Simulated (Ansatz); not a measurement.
# AlBrH6OSi: two geometries relaxed

Aim: relax the geometries before and after the reaction (ligand exchange), and see whether they are two minima and how far apart in energy. Meant to form: Al1–Br9, H10–O2; to break: Al1–O2, H10–Br9. The start is a guess near the saddle point, from which both ends are pulled out.

Method: RKS PBE-D4/def2-mTZVP, in Ansatz 0.2.0.

## Step 1: The system as given

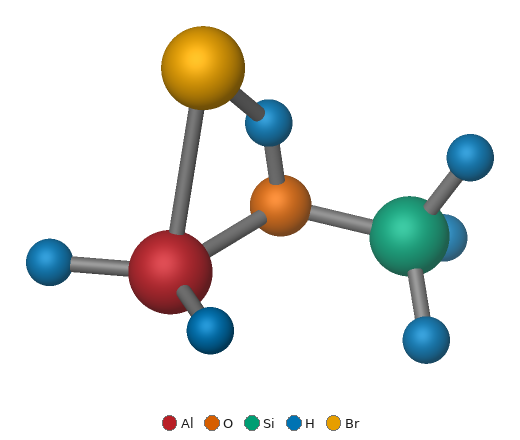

The starting structure, seen from a chosen angle (aluminium red, oxygen orange, silicon teal, hydrogen blue, bromine amber).

Structure file:

```xyz
10

Al    0.0000    0.0000    0.0000
O     0.0000    0.0000    2.1300
Si   -1.3147   -0.4067    3.0936
H    -2.2390   -1.2403    2.3304
H    -0.8506   -1.1432    4.2657
H    -1.9987    0.8095    3.5233
H     1.3510    0.0000   -0.7800
H    -1.3510    0.0000   -0.7800
Br    0.1215    2.5689    0.8545
H     0.0592    1.2514    2.0086
```

## Step 2: Pulling towards end A

Springs on the bonds that form and break draw the guess towards this end; the thresholds are loose.

Input file input.yaml:

```yaml
crystal:
  periodic: [false, false, false]
  atoms:
    - { symbol: Al, position_ang: [0.0, 0.0, 0.0] }
    - { symbol: O, position_ang: [0.0, 0.0, 2.13] }
    - { symbol: Si, position_ang: [-1.3147, -0.4067, 3.0936] }
    - { symbol: H, position_ang: [-2.239, -1.2403, 2.3304] }
    - { symbol: H, position_ang: [-0.8506, -1.1432, 4.2657] }
    - { symbol: H, position_ang: [-1.9987, 0.8095, 3.5233] }
    - { symbol: H, position_ang: [1.351, 0.0, -0.78] }
    - { symbol: H, position_ang: [-1.351, 0.0, -0.78] }
    - { symbol: Br, position_ang: [0.1215, 2.5689, 0.8545] }
    - { symbol: H, position_ang: [0.0592, 1.2514, 2.0086] }
basis:
  gaussian: { orbitals: def2-mTZVP }
hamiltonian:
  xc: pbe
  dispersion: d4
relax:
  f_tol: 0.15
  max_steps: 25
  restrain:
    - { distance: [0, 8], at: 3.61, k: 30.0 }
    - { distance: [9, 1], at: 2.21, k: 30.0 }
    - { distance: [0, 1], at: 1.78, k: 30.0 }
    - { distance: [9, 8], at: 1.55, k: 30.0 }
output:
  orbitals: {}
```

Command:

```
$ ansatz run input.yaml --threads 4 --pin off --max-ram 5120MiB --backend cpu --events-out ev --progress --plain --runs-dir out
```

Output, cut to the lines that bear on the results:

```text
Warning: RAYON_NUM_THREADS=4 ignored (pool sized by the plan → 4); use --threads N
[...]
Functional definition: PBE
[...]
1227 factors; their error is unknown
[...]
mean field -86647.17572983 eV, -3184.2249765062 hartree, gradient 3.3e-5 eV, S^2 0.000000; 0 other end points of the search recorded, 0 dependent functions left out
[...]
reference -86647.17577863 eV, -3184.2249782996 hartree; 38, 38 occupied and 84, 84 virtual orbitals, 1227 factors
relax step   1: F+E_penalty+E_count = -86647.40918136 eV  Δ(F+E_penalty+E_count) = +0.000e0 eV  max|allowed force component| = 1.829e0 eV/Å  E_restraint = 28.17834729 eV  max|allowed force component, restraints' pulls added| = 3.164e1 eV/Å  Δτ_max = 0.0000 Å  (27 SCF iters, accepted)
[...]
relax step   6: F+E_penalty+E_count = -86647.61004697 eV  Δ(F+E_penalty+E_count) = -5.912e-2 eV  max|allowed force component| = 1.057e0 eV/Å  E_restraint = 0.02094254 eV  max|allowed force component, restraints' pulls added| = 1.584e-1 eV/Å  Δτ_max = 0.2000 Å  (29 SCF iters, accepted)
[...]
relax step   7: F+E_penalty+E_count = -86647.62786871 eV  Δ(F+E_penalty+E_count) = -1.782e-2 eV  max|allowed force component| = 9.665e-1 eV/Å  E_restraint = 0.02757708 eV  max|allowed force component, restraints' pulls added| = 1.142e-1 eV/Å  Δτ_max = 0.1383 Å  (29 SCF iters, accepted)
  distance Al 0 - Br 8 = 3.6051 Å
  distance H 9 - O 1 = 2.2066 Å
  distance Al 0 - O 1 = 1.7609 Å
  distance H 9 - Br 8 = 1.5121 Å
1227 factors; their error is unknown
[...]
mean field -86647.41635729 eV, -3184.2338194023 hartree, gradient 2.5e-5 eV, S^2 0.000000; 1 other end points of the search recorded, 0 dependent functions left out
[...]
reference -86647.41640776 eV, -3184.2338212569 hartree; 38, 38 occupied and 84, 84 virtual orbitals, 1227 factors
Total energy: -86647.62791918 eV, -3184.2415941581 hartree
Atom 0 at    -0.083384    -0.222765     0.040248 Å, force     0.041899     0.122546     0.578350 eV/Å
Atom 1 at    -0.197984    -0.211219     1.797330 Å, force     0.021163     0.122050    -0.553652 eV/Å
Atom 2 at    -1.340023    -0.512264     2.969638 Å, force    -0.002414    -0.031435     0.010764 eV/Å
Atom 3 at    -2.452189    -1.363707     2.432273 Å, force    -0.000220     0.005021     0.008265 eV/Å
Atom 4 at    -0.693345    -1.215408     4.120512 Å, force     0.006181    -0.018621    -0.003804 eV/Å
Atom 5 at    -1.910292     0.782109     3.460802 Å, force    -0.013816     0.026191     0.007478 eV/Å
Atom 6 at     1.392059    -0.166193    -0.541966 Å, force    -0.014101    -0.005281    -0.001222 eV/Å
Atom 7 at    -1.430535    -0.380457    -0.789728 Å, force    -0.017192    -0.010618    -0.000388 eV/Å
Atom 8 at     0.239874     3.190580     1.154343 Å, force    -0.008372    -0.966533     0.538979 eV/Å
Atom 9 at     0.253521     1.938924     2.002650 Å, force    -0.013129     0.756680    -0.584770 eV/Å
Dipole moment:    -0.058140    -0.197745    -0.010128 e Å
```

It took 12 s on 4 threads of Arm Neoverse V2, shared host; peak memory 0.17 GiB.

The steps of the relaxation:

```
step  energy from step 1 (eV)  largest force component (eV/Å)
   1                   0.0000                          1.8290
   2                   0.3622                          1.8533
   3                   0.3494                          1.3804
   4                   0.1831                          1.3388
   5                  -0.1417                          1.1020
   6                  -0.2009                          1.0571
   7                  -0.2187                          0.9665
```

Step 1 is the start. Energies and forces in the table leave out the springs, which the log lists apart; the run stops on the force with the springs' pull added.

After: Bond lengths: Al1–O2 1.761 Å, O2–Si3 1.664 Å, Si3–H4 1.500 Å, Si3–H5 1.496 Å, Si3–H6 1.497 Å, Al1–H7 1.587 Å, Al1–H8 1.590 Å, Br9–H10 1.512 Å. Angles: Al1–O2–Si3 138.3°, O2–Al1–H7 115.2°, O2–Al1–H8 117.8°, H7–Al1–H8 126.8°, O2–Si3–H4 111.0°, O2–Si3–H5 109.3°, O2–Si3–H6 109.6°, H4–Si3–H5 109.2°, H4–Si3–H6 109.0°, H5–Si3–H6 108.6°.

Pairs that crossed the distance rule for bonds on the way: moved apart Al1–Br9.

## Step 3: End point A

It starts where the restrained run ended.

Input file input.yaml:

```yaml
crystal:
  periodic: [false, false, false]
  atoms:
    - { symbol: Al, position_ang: [-0.083384, -0.222765, 0.040248] }
    - { symbol: O, position_ang: [-0.197984, -0.211219, 1.79733] }
    - { symbol: Si, position_ang: [-1.340023, -0.512264, 2.969638] }
    - { symbol: H, position_ang: [-2.452189, -1.363707, 2.432273] }
    - { symbol: H, position_ang: [-0.693345, -1.215408, 4.120512] }
    - { symbol: H, position_ang: [-1.910292, 0.782109, 3.460802] }
    - { symbol: H, position_ang: [1.392059, -0.166193, -0.541966] }
    - { symbol: H, position_ang: [-1.430535, -0.380457, -0.789728] }
    - { symbol: Br, position_ang: [0.239874, 3.19058, 1.154343] }
    - { symbol: H, position_ang: [0.253521, 1.938924, 2.00265] }
basis:
  gaussian: { orbitals: def2-mTZVP }
hamiltonian:
  xc: pbe
  dispersion: d4
relax:
  f_tol: 0.03
  max_steps: 50
```

Command:

```
$ ansatz run input.yaml --threads 4 --pin off --max-ram 5120MiB --backend cpu --events-out ev --progress --plain --runs-dir out
```

Output, cut to the lines that bear on the results:

```text
Warning: RAYON_NUM_THREADS=4 ignored (pool sized by the plan → 4); use --threads N
[...]
Functional definition: PBE
[...]
1227 factors; their error is unknown
[...]
mean field -86647.41637862 eV, -3184.2338201861 hartree, gradient 2.7e-5 eV, S^2 0.000000; 0 other end points of the search recorded, 0 dependent functions left out
[...]
reference -86647.41642865 eV, -3184.2338220246 hartree; 38, 38 occupied and 84, 84 virtual orbitals, 1227 factors
relax step   1: F+E_penalty+E_count = -86647.62789003 eV  Δ(F+E_penalty+E_count) = +0.000e0 eV  max|allowed force component| = 9.665e-1 eV/Å  Δτ_max = 0.0000 Å  (26 SCF iters, accepted)
[...]
relax step   7: F+E_penalty+E_count = -86647.80320591 eV  Δ(F+E_penalty+E_count) = -1.693e-2 eV  max|allowed force component| = 2.618e-1 eV/Å  Δτ_max = 0.0975 Å  (30 SCF iters, accepted)
[...]
relax step  13: F+E_penalty+E_count = -86648.47825718 eV  Δ(F+E_penalty+E_count) = -1.097e-1 eV  max|allowed force component| = 7.470e-1 eV/Å  Δτ_max = 0.0957 Å  (29 SCF iters, accepted)
[...]
relax step  19: F+E_penalty+E_count = -86648.59661495 eV  Δ(F+E_penalty+E_count) = -2.002e-3 eV  max|allowed force component| = 2.963e-2 eV/Å  Δτ_max = 0.0320 Å  (29 SCF iters, accepted)
[...]
relax step  25: F+E_penalty+E_count = -86648.60838270 eV  Δ(F+E_penalty+E_count) = +1.987e-3 eV  max|allowed force component| = 2.108e-1 eV/Å  Δτ_max = 0.1956 Å  (27 SCF iters, rejected (line search))
relax step  26: F+E_penalty+E_count = -86648.60845152 eV  Δ(F+E_penalty+E_count) = +1.918e-3 eV  max|allowed force component| = 1.583e-1 eV/Å  Δτ_max = 0.0974 Å  (28 SCF iters, rejected (line search))
relax step  27: F+E_penalty+E_count = -86648.61429194 eV  Δ(F+E_penalty+E_count) = -3.922e-3 eV  max|allowed force component| = 1.501e-2 eV/Å  Δτ_max = 0.0463 Å  (29 SCF iters, accepted)
```

## Step 4: More of the same log: end point A relaxed

The log, continued, cut to the lines that bear on the results:

```text
relax step  28: F+E_penalty+E_count = -86648.61768309 eV  Δ(F+E_penalty+E_count) = -3.391e-3 eV  max|allowed force component| = 5.592e-2 eV/Å  Δτ_max = 0.0976 Å  (28 SCF iters, accepted)
[...]
relax step  30: F+E_penalty+E_count = -86648.62182830 eV  Δ(F+E_penalty+E_count) = -3.501e-3 eV  max|allowed force component| = 9.893e-2 eV/Å  Δτ_max = 0.0185 Å  (29 SCF iters, accepted)
[...]
relax step  32: F+E_penalty+E_count = -86648.62729052 eV  Δ(F+E_penalty+E_count) = -1.896e-3 eV  max|allowed force component| = 5.267e-2 eV/Å  Δτ_max = 0.0839 Å  (28 SCF iters, accepted)
[...]
relax step  34: F+E_penalty+E_count = -86648.62804563 eV  Δ(F+E_penalty+E_count) = -7.551e-4 eV  max|allowed force component| = 3.863e-2 eV/Å  Δτ_max = 0.0560 Å  (28 SCF iters, accepted)
[...]
Atom 0 at    -0.142721     0.526379     0.073393 Å, force     0.022387    -0.000674     0.003043 eV/Å
Atom 1 at     0.000548     0.152323     2.034602 Å, force    -0.006326    -0.000847     0.004720 eV/Å
Atom 2 at    -1.322468    -0.488679     2.949479 Å, force     0.013657     0.016406    -0.004460 eV/Å
Atom 3 at    -1.612842    -1.792761     2.300923 Å, force    -0.001189     0.000889    -0.000499 eV/Å
Atom 4 at    -0.822746    -0.648734     4.345222 Å, force     0.001027    -0.004405     0.000277 eV/Å
Atom 5 at    -2.479750     0.446857     2.899216 Å, force     0.000850    -0.000873    -0.002812 eV/Å
Atom 6 at     0.959702    -0.382632    -0.631582 Å, force    -0.017701    -0.001853     0.003725 eV/Å
Atom 7 at    -1.715247     0.286166    -0.118757 Å, force     0.006891    -0.001933     0.001751 eV/Å
Atom 8 at     0.515290     2.756759     0.409808 Å, force    -0.007150     0.009875    -0.002528 eV/Å
Atom 9 at     0.397936     0.983923     2.383798 Å, force    -0.012445    -0.016586    -0.003217 eV/Å
Dipole moment:    -0.268749    -0.458964     0.828065 e Å
```

It took 56 s on 4 threads of Arm Neoverse V2, shared host; peak memory 0.18 GiB.

Relaxation path, one in 2:

```
step  energy from step 1 (eV)  largest force component (eV/Å)
   1                   0.0000                          0.9665
   3                  -0.1135                          0.3074
  5x                  -0.1376                          0.4455
   7                  -0.1753                          0.2618
   9                  -0.3189                          0.8458
  11                  -0.7407                          0.8273
  13                  -0.8504                          0.7470
  15                  -0.9519                          0.1183
  17                  -0.9667                          0.0808
  19                  -0.9687                          0.0296
  21                  -0.9733                          0.0738
  23                  -0.9775                          0.0907
 25x                  -0.9805                          0.2108
  27                  -0.9864                          0.0150
  29                  -0.9904                          0.1900
  31                  -0.9975                          0.0351
 33x                  -0.9989                          0.0694
 35x                  -1.0000                          0.0698
  36                  -1.0006                          0.0224
```

Step 1 is the start. 7 steps were tried and not accepted (5, 12, 18, 25, 26, 33, 35; marked x where the table lists them).

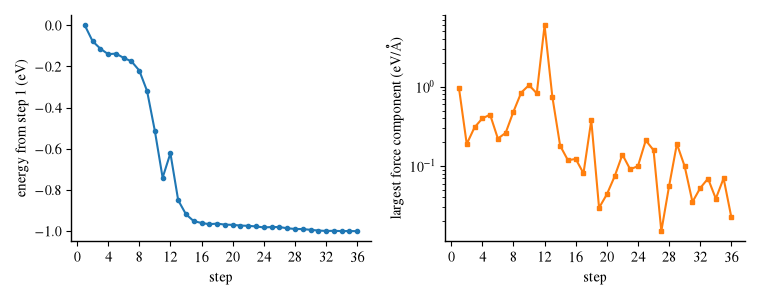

How energy and force went from step to step.

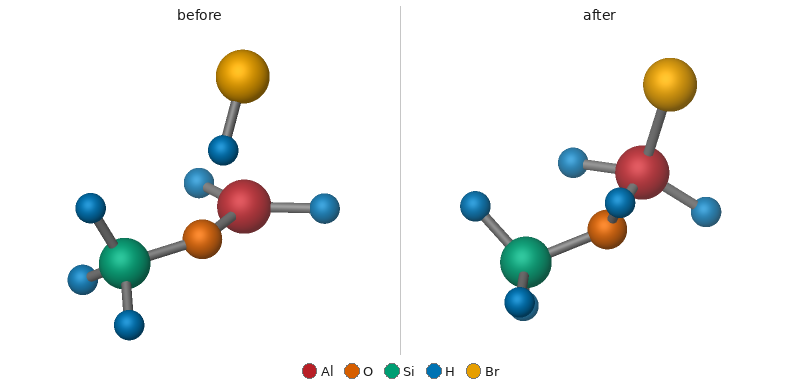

The structure before (left) and after (right), drawn at the same scale.

After: Bond lengths: Al1–O2 2.002 Å, O2–Si3 1.732 Å, Si3–H4 1.485 Å, Si3–H5 1.491 Å, Si3–H6 1.489 Å, Al1–H7 1.593 Å, Al1–H8 1.602 Å, Al1–Br9 2.350 Å, O2–H10 0.986 Å. Angles (14 of 15 angles, heavy atoms first): Al1–O2–Si3 122.2°, O2–Al1–Br9 91.0°, Al1–O2–H10 102.6°, Si3–O2–H10 115.7°, O2–Al1–H7 106.1°, O2–Al1–H8 99.2°, H7–Al1–Br9 114.3°, H8–Al1–Br9 115.7°, O2–Si3–H4 104.1°, O2–Si3–H5 106.2°, O2–Si3–H6 110.1°, H7–Al1–H8 122.7°, H4–Si3–H5 112.3°, H4–Si3–H6 112.6°.

Pairs that crossed the distance rule for bonds on the way: came closer Al1–Br9, O2–H10; moved apart Br9–H10.

(Part 1 of 2 ends here.)
